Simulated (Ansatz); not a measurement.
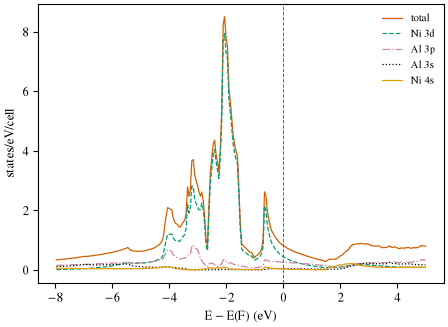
Figure. Total and projected density of states of AlNi (CsCl type, Pm-3m), plane-wave PAW PBEsol (Ansatz code)

Q: Which orbitals carry the states next to the Fermi level?

A: Within 0.5 eV of the Fermi level: Ni 3d 59 %, Al 3p 28 %. Projections are on Löwdin-orthogonalised atomic valence shells; empty p or d shells of many metals are not among them.

Q: Where is the tallest occupied peak in this window, and what makes it?

A: Near -2.0 eV, about 8.5 states/eV per cell; the largest projected share is Ni 3d.

The PBEsol relaxation kept the symmetry of its start. The workflow began spin-polarised and lost its moments.

Potentials: the later of the program's two PAW sets.
